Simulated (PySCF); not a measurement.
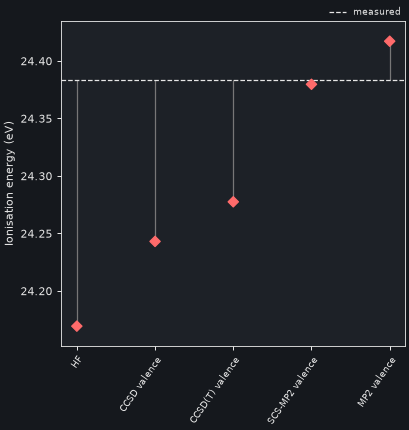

The ionisation energy of C⁺ ([He] 2s² 2p → [He] 2s²) across levels of theory. PySCF, x2c-QZVPPall plus 1 diffuse shell for each l, spin-free X2C-1e, unrestricted single determinants, no spin-orbit coupling. Methods marked “valence” freeze 2 core electrons.

**Summarise the spread and list the values.**

The values run from 24.169 eV (HF) to 24.417 eV (MP2 valence). The measured value is 24.383 eV; nearest to it come SCS-MP2 valence (−0.003) and MP2 valence (+0.034), furthest HF (−0.214 eV). These values lack spin-orbit coupling; with the first-order correction of +0.0053 eV added, SCS-MP2 valence comes nearest (+0.002).

```json
{"Method": "HF", "Ionisation energy (eV)": "24.169"}
{"Method": "MP2 valence", "Ionisation energy (eV)": "24.417"}
{"Method": "SCS-MP2 valence", "Ionisation energy (eV)": "24.380"}
{"Method": "CCSD valence", "Ionisation energy (eV)": "24.243"}
{"Method": "CCSD(T) valence", "Ionisation energy (eV)": "24.277"}
```

Known limits: large double amplitudes.
